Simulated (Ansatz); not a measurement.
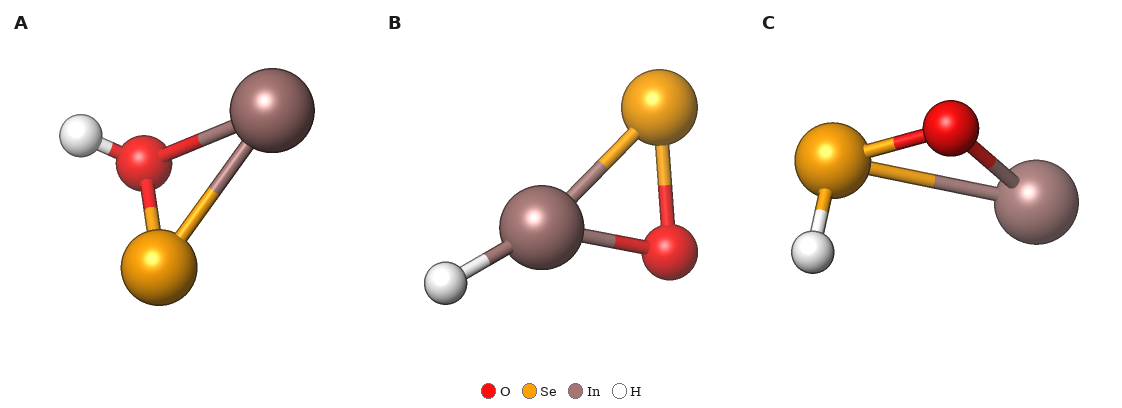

3 stationary structures of one formula. Geometries: PBE-D4/def2-SVP. Electronic energies: PBE-D4/def2-SVP (Ansatz 0.2.0), without zero-point energy. No frequency run is at hand to confirm each as a minimum.

Which structure is the most stable?

A is lowest (C1); C lies 46.7 kJ/mol above it (C1), B lies 212.7 kJ/mol above it (Cs).
